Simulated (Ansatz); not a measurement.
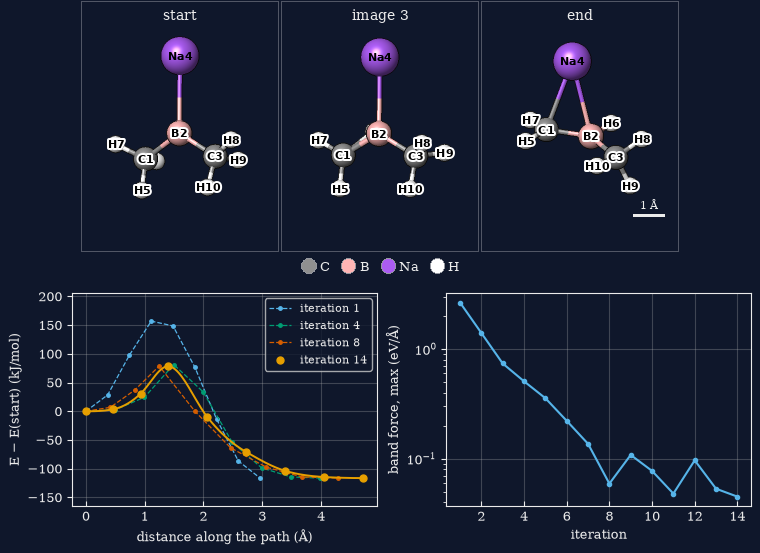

A search for the minimum-energy path of C₂H₆BNa by the nudged elastic band. Images are numbered from 0 (start) to 8 (end). The plot follows the band through its iterations. Style: ball-and-stick. Shown at a tilt.

Computed with RKS revPBE/def2-SVP (Ansatz 0.2.0). Run with 7 movable images; climbing image; force threshold 0.05 eV/Å; iteration limit 60; starting path by straight interpolation.

> Judge this run.

The run is converged, with reservations. The band converged in 14 iterations. The largest component of the band force went from 2.7 to 0.045 eV/Å. The climbing image converged on the top of the path. Its curvatures weren't checked. The straight starting path can push atoms close together and costs iterations. The first iteration put the highest image at 157.1 kJ/mol. Forward barrier 78.4 kJ/mol, backward barrier 194.7 kJ/mol, with image 3 at the top; the reaction energy is −116.3 kJ/mol.
